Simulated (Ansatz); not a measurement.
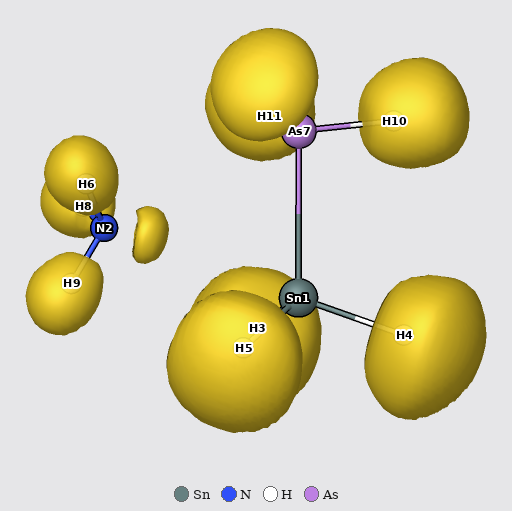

Figure 1: AsH5Sn···NH3. Isosurface of the ELF at 0.9 (yellow), seen at a tilt. Only the valence region is drawn (cores and ρ < 0.01 e/Å³ removed).

The product side of a reaction path; geometry: PBE0-D4/def2-TZVP; core potentials replace the inner electrons of Sn.

Level of theory: RKS PBE0-D4/def2-TZVPP (Ansatz 0.2.0).

Input file:

```
crystal:
  periodic: [false, false, false]
  atoms:
    - {symbol: Sn, position_ang: [-1.307604, -0.361718, -0.557367]}
    - {symbol: N, position_ang: [1.728617, 0.599610, -0.560197]}
    - {symbol: H, position_ang: [-0.394516, -1.687284, -1.123397]}
    - {symbol: H, position_ang: [-2.961222, -0.839297, -0.548089]}
    - {symbol: H, position_ang: [-1.182696, 0.950624, -1.643389]}
    - {symbol: H, position_ang: [1.961171, 1.447171, -0.056491]}
    - {symbol: As, position_ang: [-0.637583, 0.383043, 1.840116]}
    - {symbol: H, position_ang: [2.409188, -0.103380, -0.298732]}
    - {symbol: H, position_ang: [1.857963, 0.791841, -1.546159]}
    - {symbol: H, position_ang: [-1.778607, -0.378623, 2.505424]}
    - {symbol: H, position_ang: [0.305287, -0.801888, 1.988283]}
basis:
  gaussian: {orbitals: def2-TZVPP}
hamiltonian: {xc: pbe0, dispersion: d4}
output: {orbitals: {seedname: orbitals}}
```

Run with:

```sh
ansatz run in.yaml --threads 8 --pin off --events-out ev --progress --plain --max-ram 19148MiB
```

> Describe the localisation domains.

The surface consists of eight regions around hydrogen nuclei, one lobe on As, pointing away from the bonds (lone pairs) and one lobe on N, pointing away from the bonds (lone pairs).

Values along the shortest contacts:
Sn1···N2 (3.18 Å): the ELF dips to about 0.05 between them. Sn–As (2.60 Å): the ELF peaks at about 0.85 between the atoms (a shared electron pair).
